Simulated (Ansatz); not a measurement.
# CO2 (I-42d): relaxations under a series of pressures from a Python script

How does CO2 (I-42d) give way under pressure? Wanted for CO2 (I-42d): relaxations under a series of pressures.

Computed with Ansatz 0.2.0 through its Python package. Level of theory: DFT LDA, plane waves, PAW.

### Step 1. The system

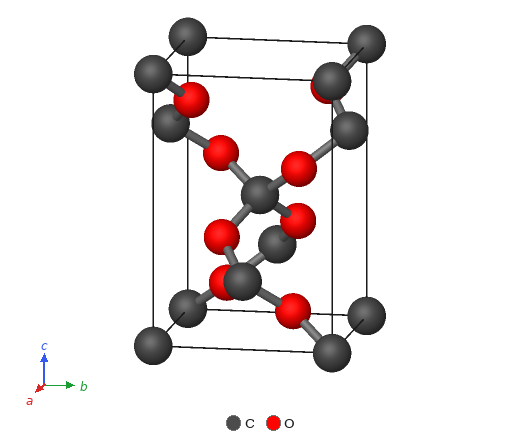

The structure that the script starts from, seen slightly off an axis (carbon dark grey, oxygen red). The cell is the conventional one. Atoms on cell faces are repeated.

No structure file is read: the coordinates are typed or built in the script.

### Step 2. The script

File co2_compress.py:

```python
"""Cell of CO2 under pressure."""

import ansatz as az
import numpy as np
import pandas as pd

def edges_and_angles(cell):
    cell = np.asarray(cell)
    a, b, c = np.linalg.norm(cell, axis=1)
    cosines = cell[1] @ cell[2] / (b * c), cell[0] @ cell[2] / (a * c), cell[0] @ cell[1] / (a * b)
    return (a, b, c, *np.degrees(np.arccos(cosines)))


def main() -> None:
    vectors = np.array([
        [-1.974727, 1.974727, 3.014058],
        [1.974727, -1.974727, 3.014058],
        [1.974727, 1.974727, -3.014058],
    ])
    system = (
        az.Lattice.of(vectors)
        .atom("C", (0.75, 0.25, 0.5))
        .atom("C", (0.0, 0.0, 0.0))
        .atom("O", (0.709798, 0.125, 0.084798))
        .atom("O", (0.040202, 0.625, 0.915202))
        .atom("O", (0.375, 0.290202, 0.415202))
        .atom("O", (0.875, 0.959798, 0.584798))
    )

    model = (
        system.calculation()
        .basis(450)
        .kpoints(7, 7, 7)
        .occupations("gaussian", width=50 * az.meV)
        .functional("LDA")
    )

    # H = F + PV, with 1 GPa A^3 = 1/160.21766 eV
    rows = []
    for pressure in [0, 5, 10, 20]:
        res = model.relax(cell=True, pressure=pressure, force_tolerance=0.03, max_steps=40).run()
        cell = res.lattice.cell_ang
        n_atoms = len(res.lattice.sites)
        volume = abs(np.linalg.det(cell)) / n_atoms
        enthalpy = res.report["free_energy_ev"] / n_atoms + pressure * volume / 160.21766
        rows.append((pressure, volume, enthalpy, *edges_and_angles(cell)))
        print(f"{pressure} GPa done: {volume:.4f} A^3/atom")

    table = pd.DataFrame(rows, columns=["P_GPa", "V_A3_atom", "H_eV_atom", "a", "b", "c", "alpha", "beta", "gamma"])
    print(table.round(4).to_string(index=False))
    p, v = np.array([row[0] for row in rows], float), np.array([row[1] for row in rows])
    print("mean bulk modulus between rows (GPa):", np.round(-np.diff(p) / np.diff(np.log(v)), 1))


if __name__ == "__main__":
    main()
```

### Step 3. The input behind the calls

The package turns the script's settings into the engine's input (first run):

```yaml
crystal:
  lattice:
    - [-1.974727, 1.974727, 3.014058]
    - [1.974727, -1.974727, 3.014058]
    - [1.974727, 1.974727, -3.014058]
  atoms:
    - { symbol: C, position: [0.75, 0.25, 0.5] }
    - { symbol: C, position: [0.0, 0.0, 0.0] }
    - { symbol: O, position: [0.709798, 0.125, 0.084798] }
    - { symbol: O, position: [0.040202, 0.625, 0.915202] }
    - { symbol: O, position: [0.375, 0.290202, 0.415202] }
    - { symbol: O, position: [0.875, 0.959798, 0.584798] }
basis:
  ecutwfc: 450.0
kpoints:
  mp_grid:
    grid: [7, 7, 7]
hamiltonian:
  xc: lda
scf:
  occupations:
    method: gaussian
    width: 0.05
relax:
  f_tol: 0.03
  max_steps: 40
  cell:
    p_target: 0.0
```

### Step 4. Running it

Started as:

```console
> python co2_compress.py
```

The log of the run:

```text
0 GPa done: 7.3516 A^3/atom
5 GPa done: 7.1277 A^3/atom
10 GPa done: 6.9308 A^3/atom
20 GPa done: 6.6011 A^3/atom
 P_GPa  V_A3_atom  H_eV_atom      a      b      c    alpha     beta   gamma
     0     7.3516  -450.5208 4.0213 4.0213 4.0213 122.4989 122.4989 85.7236
     5     7.1277  -450.2950 3.9892 3.9892 3.9892 122.8779 122.8779 85.0837
    10     6.9308  -450.0757 3.9621 3.9621 3.9621 123.2771 123.2771 84.4118
    20     6.6011  -449.6538 3.9183 3.9183 3.9183 124.0685 124.0685 83.0866
mean bulk modulus between rows (GPa): [161.6 178.5 205.2]
```

It took 1.9 min on 1 thread of Arm Neoverse V2, shared host; peak memory 0.44 GiB.

Lines on the test bed's own set-up are left out of the output.

### Step 5. The runs side by side

From the records of these 4 runs:

| run | pressure asked (GPa) | energy from run 1 (meV/atom) | final volume (Å³/atom) | pressure (GPa) | SCF cycles in all | CPU time (s) |
| --- | --- | --- | --- | --- | --- | --- |
| 1 | 0 | 0.00 | 7.35 | 0.00 | 33 | 23 |
| 2 | 5 | 3.40 | 7.13 | 4.97 | 41 | 27 |
| 3 | 10 | 12.55 | 6.93 | 10.00 | 46 | 31 |
| 4 | 20 | 43.02 | 6.60 | 19.99 | 51 | 33 |

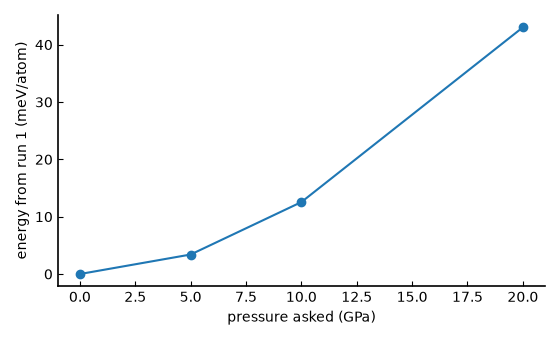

Energy against pressure asked; lines join the points.

### Step 6. How the relaxation of run 1 went

The steps of the relaxation:

| step | E - E(step 1) (eV/cell) | largest force component (eV/Å) | pressure (GPa) | volume (Å³) |
| --- | --- | --- | --- | --- |
| 1 | 0.0000 | 0.5489 | -14.01 | 47.01 |
| 2 | -0.1082 | 0.2814 | -5.12 | 44.89 |
| 3 | -0.1236 | 0.0463 | 0.10 | 44.05 |
| 4 | -0.1236 | 0.0204 | -0.03 | 44.15 |
| 5 | -0.1166 | 0.0212 | -0.35 | 44.15 |
| 6 | -0.1168 | 0.0012 | 0.00 | 44.11 |
| 7 | -0.1166 | 0.0015 | 0.00 | 44.11 |

Step 1 is the start. Steps 5, 7 each repeat the geometry before them on a plane-wave basis chosen anew, so the energy can jump there without any move.

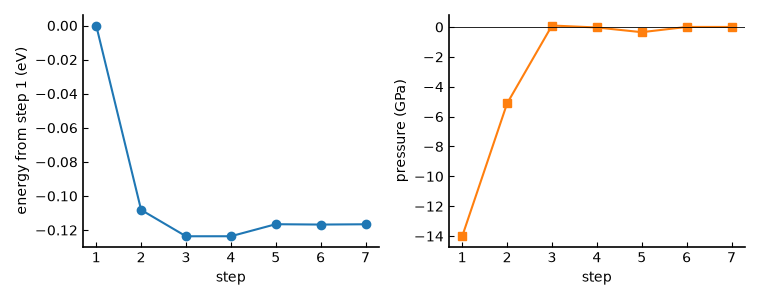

Energy and pressure along the relaxation.

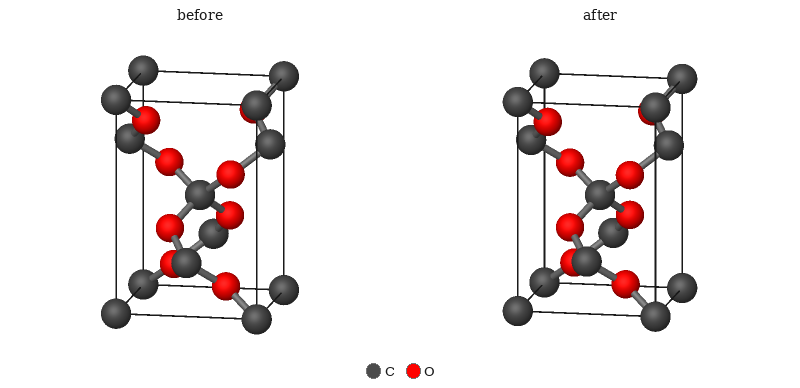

Before and after, at one scale.

Lengths and angles in the start's conventional setting:

«Before» is this run's own start.

|  | before | after | change |
| --- | --- | --- | --- |
| a (Å) | 3.949 | 3.868 | -2.1 % |
| b (Å) | 3.949 | 3.868 | -2.1 % |
| c (Å) | 6.028 | 5.895 | -2.2 % |
| volume (Å³/atom) | 7.84 | 7.35 | -6.2 % |
| shortest distance (Å) | 1.403 | 1.381 | -1.6 % |
| space group (0.01 Å) | I-42d | I-42d | same |

Forces and stress were held to the start's 8 operations: a distortion of lower symmetry was not tested.

### Step 7. How the relaxation of run 4 went

The steps of the relaxation:

| step | E - E(step 1) (eV/cell) | largest force component (eV/Å) | pressure (GPa) | volume (Å³) |
| --- | --- | --- | --- | --- |
| 1 | 0.0000 | 0.5489 | -14.01 | 47.01 |
| 2 | -0.0292 | 0.1866 | 10.39 | 41.28 |
| 3 | 0.1600 | 0.0036 | 22.33 | 39.39 |
| 4 | 0.1146 | 0.0205 | 19.93 | 39.74 |
| 5 | 0.1203 | 0.0854 | 19.42 | 39.69 |
| 6 | 0.1144 | 0.0119 | 19.90 | 39.74 |
| 7 | 0.1176 | 0.0000 | 20.00 | 39.71 |
| 8 | 0.1290 | 0.0004 | 19.45 | 39.71 |
| 9 | 0.1412 | 0.0005 | 20.00 | 39.61 |
| 10 | 0.1415 | 0.0005 | 19.99 | 39.61 |

Step 1 is the start. Steps 8, 10 each repeat the geometry before them on a plane-wave basis chosen anew, so the energy can jump there without any move. Step 5 was tried and not accepted.

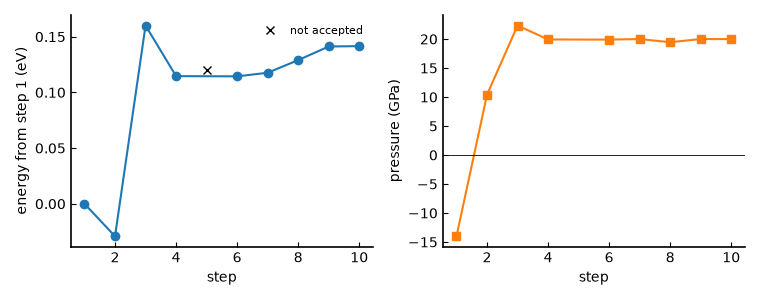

Energy and pressure along the relaxation.

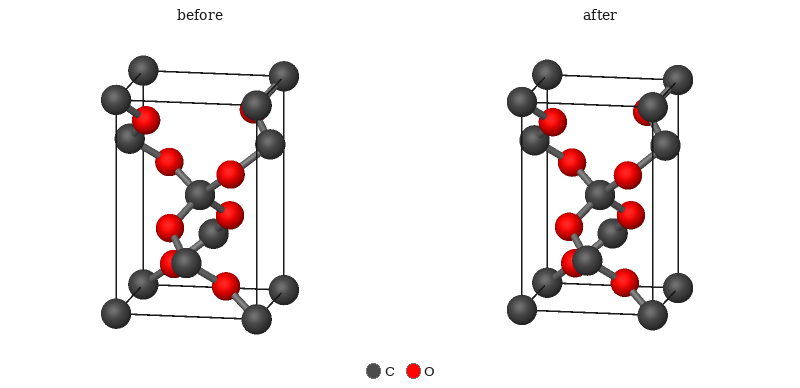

The structure before (left) and after (right) the relaxation, drawn at the same scale.

Lengths and angles in the start's conventional setting:

«Before» is this run's own start.

|  | before | after | change |
| --- | --- | --- | --- |
| a (Å) | 3.949 | 3.675 | -7.0 % |
| b (Å) | 3.949 | 3.675 | -7.0 % |
| c (Å) | 6.028 | 5.865 | -2.7 % |
| volume (Å³/atom) | 7.84 | 6.60 | -15.8 % |
| shortest distance (Å) | 1.403 | 1.364 | -2.8 % |
| space group (0.01 Å) | I-42d | I-42d | same |

Forces and stress were held to the start's 8 operations: a distortion of lower symmetry was not tested.

Under a set pressure the enthalpy E + pV is minimised, so E itself may rise.

### Step 8. Summary of results

| quantity | value |
| --- | --- |
| bulk modulus between neighbouring pressures | 161.6 to 205.2 GPa |
| runs compared | 4 |
| range of energy | 43.02 meV/atom |

What this shows: The crystal stiffens as it is compressed. The volume falls from 7.35 Å³ an atom at 0 GPa to 6.60 at 20 GPa, by 10.2 %. Between 0 and 5 GPa, -V dP/dV is about 162 GPa, a mean over that step. In run 1, the volume shrank by 6.2 % over 4 moves, and the space group stayed I-42d. In run 4, over 6 moves the cell shrank by 15.8 % in volume under the 20 GPa asked, and the space group stayed I-42d. What to keep in mind:
- At a fixed pressure a relaxation lowers the enthalpy F + PV, while F alone can rise.
- Edges and angles that the script prints are those of the cell as typed, here a primitive one.
- This cell is a computed structure, which may not be the phase found in nature.
- Symmetry holds the cell in this phase, so another phase that may be stable under pressure is not reached.
